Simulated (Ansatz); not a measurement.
## Electronic structure of CHFOSi in real space

Input

```
crystal:
  periodic: [false, false, false]
  atoms:
    - { symbol: O, position_ang: [0.58927, 1.42145, 0.34728] }
    - { symbol: C, position_ang: [-0.07017, 0.27013, 0.42258] }
    - { symbol: Si, position_ang: [0.08645, -1.20741, -0.45024] }
    - { symbol: F, position_ang: [1.0597, -1.47313, -1.70981] }
    - { symbol: H, position_ang: [0.10779, 2.09397, -0.16226] }
basis:
  gaussian: { orbitals: def2-SVP }
hamiltonian:
  xc: pbe
relax:
  f_tol: 0.015
  max_steps: 40
output:
  orbitals: {}
```

Launched as:

```sh
ansatz run input.yaml --threads 1 --pin off --max-ram 2048MiB --backend cpu --events-out ev --progress --plain --runs-dir out
```

The fields are those of the run's last geometry, not of the input's.

Computed with Ansatz 0.2.0, RKS PBE/def2-SVP.

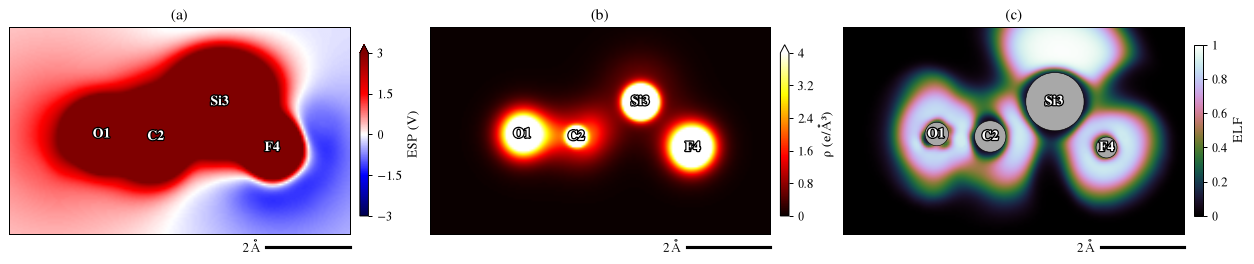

Figure 1. (a) electrostatic potential; (b) electron density; (c) electron localisation function on the plane of atoms C2, Si3 and F4. Grey discs cover the atomic cores in the ELF map.

Q: Interpret the plot.

A: The section cuts through O, C, Si and F sites. C–O (1.29 Å): ρ at the midpoint is about 2.7 e/Å³; the ELF peaks at about 0.90 between the atoms: a short, strongly polar bond. Si–F (1.66 Å): the density is about 0.93 e/Å³ at the midpoint; the ELF peaks at about 0.80 in the valence shell of F, 0.6 Å from its nucleus, and is about 0.45 at the midpoint. C–Si (1.76 Å): the density is about 0.89 e/Å³ at the midpoint; the ELF peaks at about 0.85 between the atoms, as expected for localised, covalent bonding. The ELF also peaks beside F4, O1 and Si3, away from the bonds: lone-pair regions. Outside the dense part of the molecule the potential is most negative (−1.2 V) near F4.

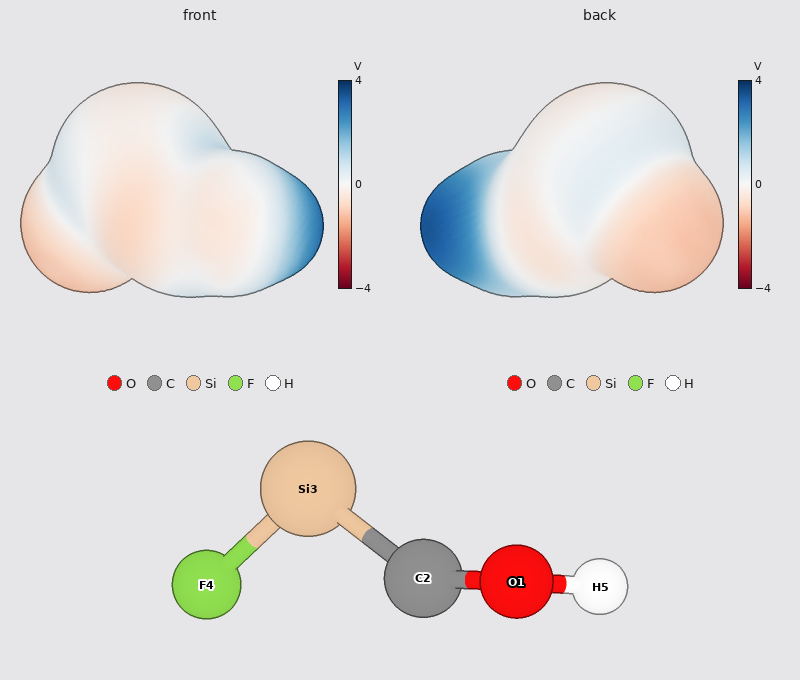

Figure 2. The molecular electrostatic potential painted on the density surface at 0.002 e/bohr³, seen from the front and from behind; the colour scale runs from red (negative) to blue (positive). The bare structure is drawn below in the same view.

Q: Describe the electrostatic potential map.

A: The most negative region (about −1.1 V) lies over F4, the most positive (about +3.3 V) over H5.

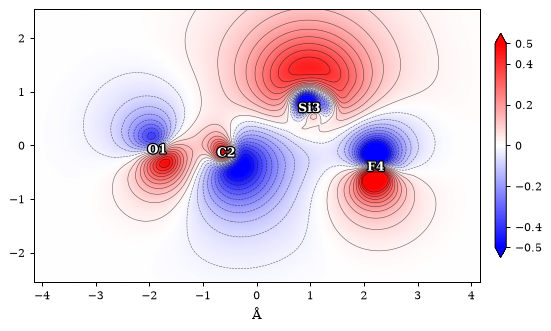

Figure 3. The HOMO−1 on the plane of atoms C2, Si3 and F4 (values in Å⁻³ᐟ²; the overall sign is arbitrary).

Q: What is the character of this orbital?

A: Its weight (Hirshfeld) is mainly on Si3 (about 60 %), C2 (about 20 %) and F4 (about 10 %). Its energy is −6.12 eV.
